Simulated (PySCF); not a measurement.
# Excited-state calculation, with input and output: C$_{3}$H$_{8}$FNSi

The run: excited-state calculation of C$_{3}$H$_{8}$FNSi, SMILES C=C(F)[SiH2]NC. Method and program: TDA revPBE/def2-SVPD, vertical, gas phase, core orbitals frozen in the response (PySCF 2.14.0).

The geometry comes from this level: GFN2-xTB. It belongs to a series of runs on one base structure; here: revPBE/def2-SVPD; 25 states, TDA.

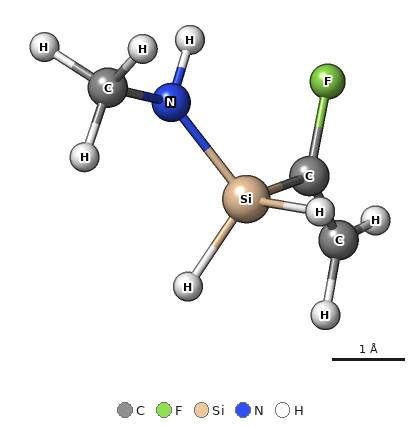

*The structure as given in the input (ball-and-stick view, seen at a tilt).*

**Results in brief**

- outcome: converged
- total energy: −562.777765 hartree
- HOMO: −5.44 eV
- LUMO: −1.10 eV
- dipole moment: 0.90 D
- mean polarisability: 75.43 a.u.
- lowest excitation: 4.42 eV
- hardware: 1 CPU thread, shared host
- wall time: 94 s
- peak memory: 0.64 GiB

**Remarks**

Settings chosen away from the usual ones: revPBE/def2-SVPD; 25 states, TDA.

**The input**
```
{"job": {"kind": "uv", "xc": "revPBE", "basis": "def2-SVPD", "nstates": 25, "ntriplets": 0, "tda": true}, "charge": 0, "multiplicity": 1}
C      2.893967    -0.091365     0.053146
C      1.660311     0.354855    -0.089216
F      1.402163     1.182191    -1.143260
Si     0.170502     0.017989     1.031005
N     -1.148595    -0.014403    -0.057836
C     -2.517755    -0.235886     0.337592
H      3.688728     0.170323    -0.626189
H      3.132581    -0.744129     0.870764
H      0.138072     1.054140     2.080516
H      0.297109    -1.301698     1.653912
H     -1.082765     0.520832    -0.911704
H     -2.532806    -0.893128     1.203987
H     -3.030512     0.693591     0.607952
H     -3.071679    -0.713784    -0.472784
```

The first line tells a small driver script what to run in PySCF; the rest is the geometry in Å.

Command:
```bash
OMP_NUM_THREADS=1 python <driver script> task.json out
```

**Log**
```
coarse grid: 11992 points
cycle   1  E = -562.5985421710  dE =  4.137e-01  |g| = 6.173e-01  |ddm| = 5.139e+00
cycle   2  E = -562.3999598941  dE =  1.986e-01  |g| = 1.110e+00  |ddm| = 2.366e+00
cycle   3  E = -562.6796885520  dE = -2.797e-01  |g| = 1.676e-01  |ddm| = 1.642e+00
cycle   4  E = -562.6865451257  dE = -6.857e-03  |g| = 5.836e-02  |ddm| = 2.799e-01
cycle   5  E = -562.6871758292  dE = -6.307e-04  |g| = 3.111e-02  |ddm| = 9.700e-02
cycle   6  E = -562.6874086491  dE = -2.328e-04  |g| = 8.463e-03  |ddm| = 4.541e-02
cycle   7  E = -562.6874278626  dE = -1.921e-05  |g| = 1.275e-03  |ddm| = 1.282e-02
cycle   8  E = -562.6874283196  dE = -4.570e-07  |g| = 2.254e-04  |ddm| = 2.695e-03
final grid: 111128 points
cycle   9  E = -562.7777316940  dE = -3.024e-05  |g| = 1.140e-02  |ddm| = 1.336e-01
cycle  10  E = -562.7776712581  dE =  6.044e-05  |g| = 1.972e-02  |ddm| = 3.760e-02
cycle  11  E = -562.7777630641  dE = -9.181e-05  |g| = 2.713e-03  |ddm| = 2.461e-02
cycle  12  E = -562.7777645656  dE = -1.501e-06  |g| = 3.190e-04  |ddm| = 2.969e-03
cycle  13  E = -562.7777645811  dE = -1.557e-08  |g| = 1.793e-04  |ddm| = 5.719e-04
cycle  14  E = -562.7777645889  dE = -7.788e-09  |g| = 5.594e-05  |ddm| = 2.612e-04
cycle  15  E = -562.7777645898  dE = -8.636e-10  |g| = 1.161e-05  |ddm| = 9.543e-05
```

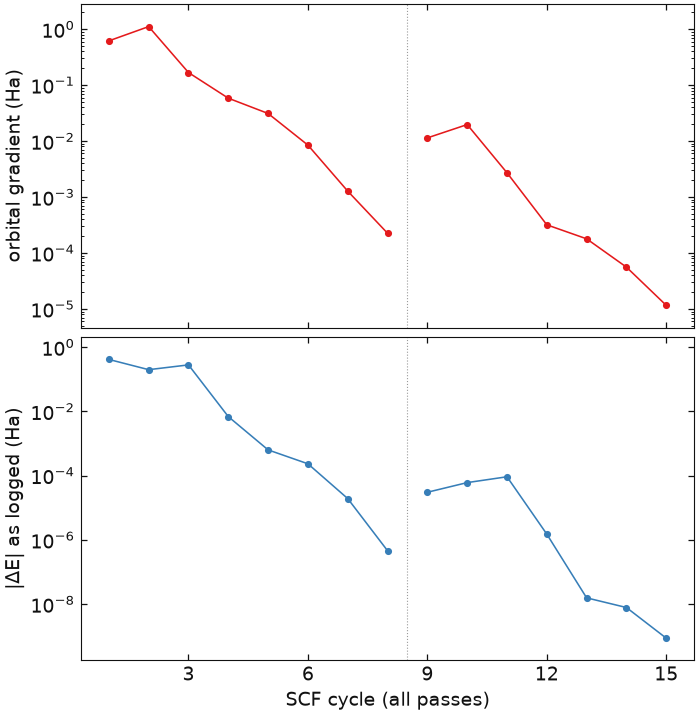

*Convergence of the self-consistent field: orbital gradient and size of the energy change against the SCF cycle. The dotted line marks the change from a coarse to the final integration grid.*

The first 8 cycles use a coarse grid, the final grid takes over at cycle 9, and the field converges after 15 cycles in all.

```
converged SCF energy = -562.7777645898

Static polarisability (au): isotropic 75.431, principal 60.647 68.325 97.321

Singlet excitations
state   eV       nm        f      main configurations
  1   4.4151    280.8   0.00893   H->L 0.99
  2   5.1023    243.0   0.00751   H->L+1 0.98
  3   5.6093    221.0   0.00317   H->L+2 0.99
  4   5.9483    208.4   0.01481   H->L+3 0.98
  5   5.9914    206.9   0.00571   H-1->L+1 0.95
  6   6.3926    193.9   0.00626   H->L+4 0.79, H->L+5 0.21
  7   6.4302    192.8   0.01233   H->L+5 0.78, H->L+4 0.21
  8   6.5410    189.5   0.01027   H-1->L+2 0.96
  9   6.8418    181.2   0.01751   H-1->L+3 0.57, H-2->L 0.33
 10   6.8712    180.4   0.00270   H->L+6 0.96
 11   6.9117    179.4   0.00457   H-2->L 0.60, H-1->L+3 0.36
 12   7.1102    174.4   0.32218   H-1->L 0.52, H-3->L 0.12
 13   7.2472    171.1   0.01035   H->L+7 0.93
 14   7.3269    169.2   0.00689   H-1->L+4 0.95
 15   7.3917    167.7   0.01011   H-2->L+1 0.61, H-3->L 0.27, H-1->L+5 0.09
 16   7.4018    167.5   0.02609   H-1->L+5 0.76, H-3->L 0.18
 17   7.5352    164.5   0.04627   H->L+8 0.85
 18   7.5881    163.4   0.04351   H-3->L 0.30, H-4->L 0.22, H-2->L+1 0.20
 19   7.6851    161.3   0.04784   H->L+9 0.91
 20   7.8223    158.5   0.00398   H-4->L 0.53, H-1->L+6 0.19, H-2->L+2 0.09
 21   7.8660    157.6   0.00909   H-1->L+6 0.75, H-2->L+2 0.14
 22   7.9522    155.9   0.00230   H-2->L+2 0.68
 23   7.9806    155.4   0.00757   H->L+10 0.91
 24   8.1716    151.7   0.00999   H-3->L+1 0.84
 25   8.2212    150.8   0.00776   H->L+11 0.65, H->L+12 0.16, H-2->L+3 0.13
```

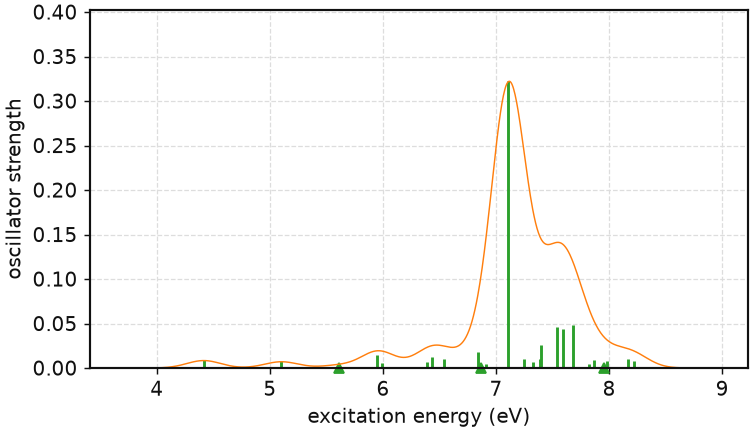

*Computed excitations as sticks (degenerate states added up, dark ones marked on the axis), with a Gaussian envelope of 0.35 eV full width at half maximum, scaled to the tallest.*

Of the 25 states the lowest lies at 4.42 eV (f = 0.009); the strongest line is at 7.11 eV, or 174 nm (f = 0.322).

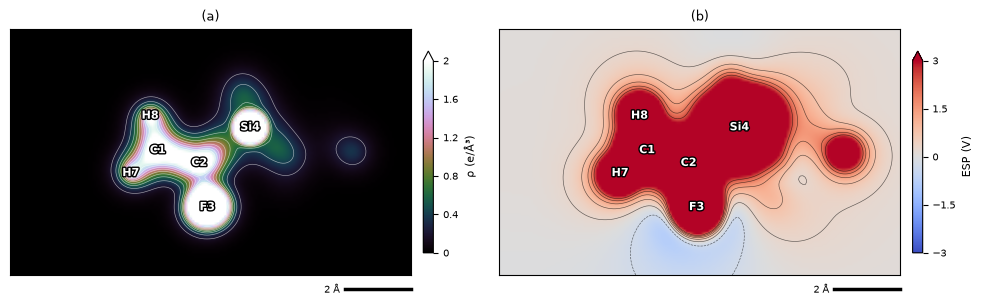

*(a) total electron density; (b) molecular electrostatic potential on the plane of atoms F3, C2 and Si4.*

C–C (1.32 Å): ρ at the midpoint is about 2.4 e/Å³. C–F (1.36 Å): ρ at the midpoint is about 2.1 e/Å³, with its minimum of 1.6 e/Å³ about 0.5 Å from C. C–Si (1.89 Å): ρ at the midpoint is about 0.94 e/Å³. C–H (1.07 Å): ρ is about 2 e/Å³ halfway.

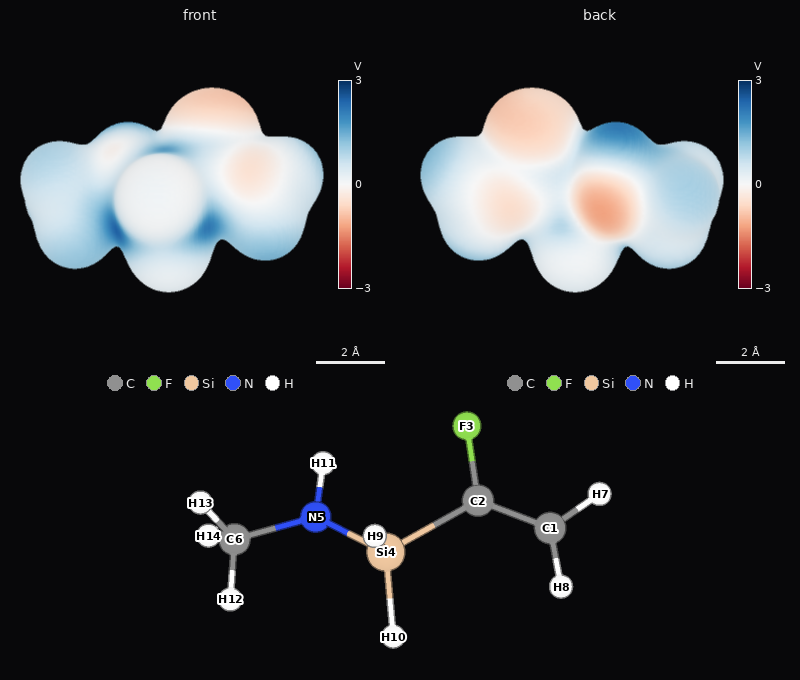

*The electrostatic potential painted on the density surface at 0.004 e/bohr³, seen at a tilt and from behind; red is negative and blue positive. The bare structure is drawn below in the same view.*

A positive charge is drawn to the negative regions and a negative charge to the positive ones.
